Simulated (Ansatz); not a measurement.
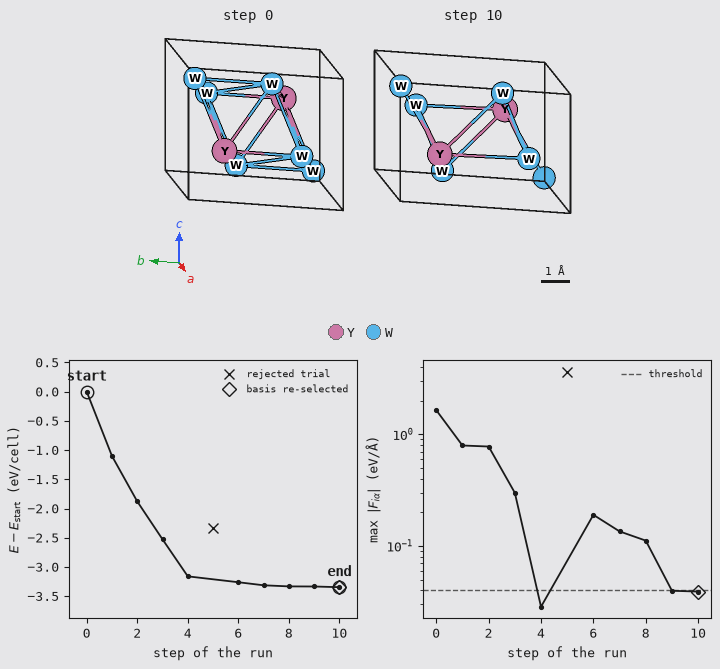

First and last geometry of a relaxation of solid YW$_{3}$ (built on the Ni3Sn (D0_19)_194 type) (coarse preliminary run), with the history of the run. The picture is a ball-and-stick view of the cell of the calculation, seen from a free direction.

Case: Ni3Sn (D0_19) type (P6_3/mmc, No. 194).

Theory: DFT r2SCAN, scalar-relativistic, plane waves, PAW (Ansatz 0.2.0).

The input:
```yaml
crystal:
  lattice:
    - [6.0200761476, 0.0, 0.0]
    - [-3.0100380738, 5.2135388766, 0.0]
    - [0.0, 0.0, 4.83203996]
  atoms:
    - { symbol: "Y", position: [0.3333333333, 0.6666666667, 0.25] }
    - { symbol: "Y", position: [0.6666666667, 0.3333333333, 0.75] }
    - { symbol: W, position: [0.833, 0.666, 0.25] }
    - { symbol: W, position: [0.167, 0.833, 0.75] }
    - { symbol: W, position: [0.334, 0.167, 0.25] }
    - { symbol: W, position: [0.167, 0.334, 0.75] }
    - { symbol: W, position: [0.833, 0.167, 0.25] }
    - { symbol: W, position: [0.666, 0.833, 0.75] }
basis:
  ecutwfc: 500
kpoints:
  mp_grid: { grid: [3, 3, 4] }
hamiltonian:
  xc: r2scan
scf:
  occupations: { method: gaussian, width: 0.1 }
  lower_state_search: "off"
output:
  forces: true
  stress: true
  eigenvalues: true
relax:
  adjacent_minimum: "off"
  f_tol: 0.04
  max_steps: 70
  cell: { stress_tol: 0.4 }
```

Run as
```bash
ansatz run input.yaml --threads 1 --pin off --max-ram 2560MiB --backend cpu --events-out ev --progress --plain --runs-dir out
```

Question: What do the curves and the structures tell?

Answer: It converged. The energy falls by 3.346 eV per cell of the calculation in 8 accepted moves (10 points after the start). The largest force component goes from 1.6 to 0.039 eV/Å. The pressure goes from −4.87 to 0.21 GPa. The line search rejected the trial step at point 5 of the run. At 1 point the geometry stayed and the basis and grid were re-selected for the new cell (energy shift of 11.9 meV per cell of the calculation at most each time). The largest moves relative to the cell, 0.38 Å, are those of W3, W4, W5, W6, W7 and W8. W8 goes along [2 1 0]. Y stays in place. Cell: a = b 6.020 → 6.630 Å (+10.1 %), c 4.832 → 4.367 Å (−9.6 %). Volume +9.6 %. Some distances before and after: W3–W5 3.004 → 3.962 Å, W3–W5 (another image) 3.016 → 2.667 Å, Y1–W3 3.010 → 3.336 Å, W3–W4 2.978 → 2.672 Å. Bonds break: W3–W5 (3.00 → 3.96 Å), W3–W7 (3.00 → 3.96 Å), W4–W6 (3.00 → 3.96 Å), W4–W8 (3.00 → 3.96 Å). The space group stays P6_3/mmc (No. 194). The run took 2.2 min on 1 thread of Arm Neoverse V2, with other jobs on the host, peak memory 0.81 GiB.

| step | E − E(0), meV/atom | largest force component, eV/Å | pressure, GPa | volume, Å³/atom | note |
| --- | --- | --- | --- | --- | --- |
| 0 | 0.00 | 1.6444 | -4.87 | 18.957 |  |
| 1 | -137.72 | 0.7933 | 18.04 | 17.752 |  |
| 2 | -234.84 | 0.7764 | -3.12 | 19.681 |  |
| 3 | -315.92 | 0.2991 | -0.02 | 20.185 |  |
| 4 | -395.06 | 0.0285 | 0.86 | 20.238 |  |
| 5 | -291.35 | 3.6007 | 11.93 | 21.135 | rejected |
| 6 | -407.67 | 0.1898 | -2.27 | 20.931 |  |
| 7 | -414.19 | 0.1349 | -0.05 | 20.597 |  |
| 8 | -416.57 | 0.1115 | 0.85 | 20.721 |  |
| 9 | -416.78 | 0.0396 | 0.22 | 20.779 |  |
| 10 | -418.26 | 0.0390 | 0.21 | 20.779 | same geometry, new basis |
